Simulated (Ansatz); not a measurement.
# linear Ta chain under tension and compression, part 3 of 3

Aim: how do moment and conductance of the linear Ta chain follow its length?

Ansatz 0.2.0; DFT RPBE, plane waves, PAW; relaxation of a chain's period (the session's first sound run).

So far, conductance of the lead as this run defines it (G₀): step 3 (the chain at a fixed length, period over the relaxed period …) 6.00; step 7 (period over the relaxed period 1.04, k-mesh 1×1×32) 5.00; step 8 (period over the relaxed period 1.08, k-mesh 1×1×31) 5.00; step 9 (period over the relaxed period 1.13, k-mesh 1×1×29) 5.00; step 10 (period over the relaxed period 1.2, k-mesh 1×1×28) 4.00.

**11. The chain at a fixed length, period over the relaxed period 1.3, k-mesh 1×1×26**

Level of this step: DFT RPBE, plane waves, PAW; channels and complex bands of a perfect chain (Ansatz).

The period is set to 1.3 times the relaxed one: longer bonds narrow the bands.

The cell differs from the one that the last finished run ended in (c 2.932 → 3.176 Å).

Contents of input.yaml:

```yaml
crystal:
  lattice:
    - [7.5, 0.0, 0.0]
    - [0.0, 7.5, 0.0]
    - [0.0, 0.0, 3.1763697895]
  atoms:
    - { symbol: Ta, position: [0.5, 0.5, 0.0], spin: 0.51 }
magnetization:
  spin_polarized: true
kpoints:
  mp_grid: { grid: [1, 1, 26] }
scf:
  occupations: { method: fermi_dirac, width: 0.05 }
hamiltonian:
  xc: rpbe
output:
  transmission:
    e_range: [-2, 2]
    de: 0.035
    kmesh: [1, 1]
    reduced_basis: true
    leads: [[0, 0]]
  stress: true
```

The run is started by

```sh
> ansatz run input.yaml --threads 4 --pin off --max-ram 8192MiB --backend cpu --events-out ev --progress --plain --runs-dir out
```

Numbers of over 12 decimals in the logs are rounded to 6 here.

The log of the run:

```text
[...]
Crystal: 1 atoms, lattice volume = 178.671 Å³
Basis set: ecut = 420 eV, 3523 PW (Γ)
Bands: 11, of which v1, the nominal top of the filled ones, is band 7 counted from 1 (6 counted from 0)
Symmetry: 16 space group operations
[...]
k-points: 14 of 26
[...]
Starting moments: Σ|m| = 0.51 μB on 1 of 1 site
[...]
--- Transmission ---
  basis      : 497 plane waves across, 4 finite elements along
  points     : 1, standing for a mesh of 1 x 1
[...]
crystal 0  : Ta1, at the sites [0, 0], period 3.1764 Å: whole cells are its period
[...]
filled         : 11.0 meV under the level at which it is neutral
    channels       : 5.000000e0 up, 1.000000e0 down
[...]
[key lines of the parts left out:]
SCF converged after 10 iterations
Magnetization: 3.6974 μB (8.3487 up, 4.6513 down)
Free energy (F): -9939.009246 eV
Fermi energy:    -1.340195 eV
P = ⅓ Tr σ = -1.2892 GPa (-12.892 kbar)
```

Wall time 13 s (4 threads of Intel Xeon 6975P-C (Granite Rapids), shared host); peak memory 0.51 GiB.

The open channels of the lead by energy, zero at the Fermi level:

| energy (eV) | spin up | spin down |
| --- | --- | --- |
| -2.000 | 1 | 1 |
| -1.510 | 1 | 1 |
| -0.985 | 4 | 1 |
| -0.495 | 4 | 1 |
| -0.005 | 5 | 1 |
| 0.485 | 3 | 1 |
| 1.010 | 3 | 4 |
| 1.500 | 2 | 4 |

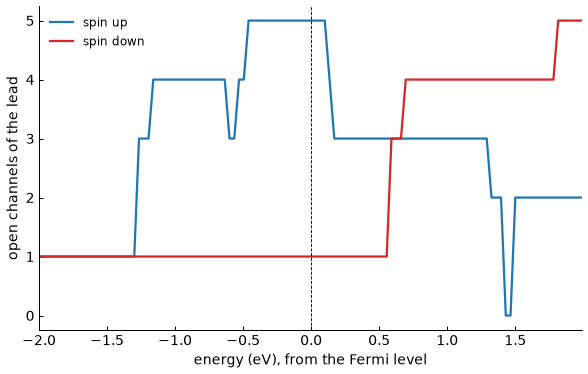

Open channels of the lead, plotted against energy.

At the computed energy nearest the Fermi level there are 5 spin-up and 1 spin-down channels, and the thermal average gives 2.99 G₀. The change of length costs 0.952 eV a cell and leaves an absolute moment of 3.70 μB a cell.

**12. The series together**

Times are for 4 threads of Intel Xeon 6975P-C (Granite Rapids), shared host. The runs compared:

```
no.  period over the relaxed period  conductance of the lead as this run defines it (G₀)  absolute moment (μB)  energy at zero smearing less the lowest (eV)  time  memory (GiB)
  1                            0.88                                                6.000                     0                                        0.7030  19 s          0.52
  2                            0.92                                                6.000                     0                                        0.2696  15 s          0.51
  3                            0.96                                                5.523                0.5634                                       0.06598  18 s          0.53
  4                               1                                                5.000                 1.163                                             0  21 s          0.57
  5                            1.04                                                5.000                 1.217                                       0.05359  19 s          0.62
  6                            1.08                                                5.000                 1.366                                        0.1898  18 s          0.59
  7                            1.13                                                5.000                 1.615                                        0.4185  15 s          0.59
  8                             1.2                                                4.000                 2.845                                        0.7141  12 s          0.49
  9                             1.3                                                2.990                 3.697                                        0.9515  13 s          0.51
```

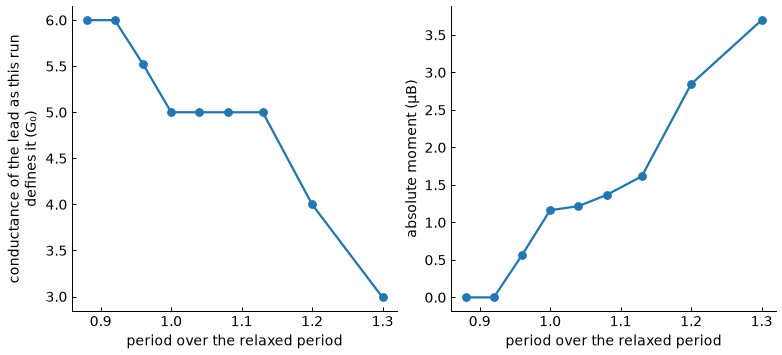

The series as plots.

**13. The same system on other settings**

This step: DFT RPBE, plane waves, PAW; channels and complex bands of a perfect chain; changed: accuracy = [1, 2], scf.max_iter = 50 (Ansatz 0.2.0).

The input of the run at the relaxed period is made doubtful on purpose.

input.yaml, the sections that differ from step 11:

```yaml
crystal:
  lattice:
    - [7.5, 0.0, 0.0]
    - [0.0, 7.5, 0.0]
    - [0.0, 0.0, 2.4433613766]
  atoms:
    - { symbol: Ta, position: [0.5, 0.5, 0.0], spin: 0.51 }
kpoints:
  mp_grid: { grid: [1, 1, 33] }
scf:
  occupations: { method: fermi_dirac, width: 0.05 }
  max_iter: 50
accuracy: [1, 2]
# magnetization, hamiltonian, output: as in step 11
```

The log of the run:

```text
Error: YAML parse error: error: line 25 column 11: expected string scalar
  --> <input>:25:11
   |
23 |     leads: [[0, 0]]
24 |   stress: true
25 | accuracy: [1, 2]
   |           ^ expected string scalar
```

The job ended after 0.01 s (4 threads; peak memory 0.05 GiB).

The program refused the input before any cycle.

The program's message: “Error: YAML parse error: error: line 25 column 11: expected string scalar”

The change that led to it: accuracy = [1, 2].

**14. Outcome**

* relaxed cell length: 2.443 Å
* conductance at period × 0.88: 6.00 G₀
* conductance at period × 1.0: 5.00 G₀
* conductance at period × 1.13: 5.00 G₀
* conductance at period × 1.3: 2.99 G₀
* absolute moment at period × 0.88: 0 μB
* absolute moment at period × 1.0: 1.16 μB
* absolute moment at period × 1.3: 3.70 μB

In these runs no moment survives at the shortest period, and one is present from a factor of 0.96 on: longer bonds narrow the bands, which favours exchange splitting. The conductance goes from 6.00 G₀ at the shortest period to 2.99 G₀ at the longest, while the magnetic state changes too. Transport is coherent and elastic here: the atoms are frozen, so scattering by vibrations plays no part. Spin-orbit coupling is left out, which matters for the bands of heavy atoms. No search over magnetic orders was made; another may lie lower. For the perfect chain only parallel moments were started; its antiparallel and spiral orders were not tested. The lead's cell of one atom keeps the chain straight and evenly spaced; a zigzag or dimerised form may lie lower.

[Logs are printed without paths, hosts, clocks, repeated set-up lines and the standing remarks that a program may print on its own settings, such as how far it seeks lower states.]

[Hosts, paths, dates, database ids (printed as entryN), source tags and the programs' standing remarks are cut or masked in the printed files.]
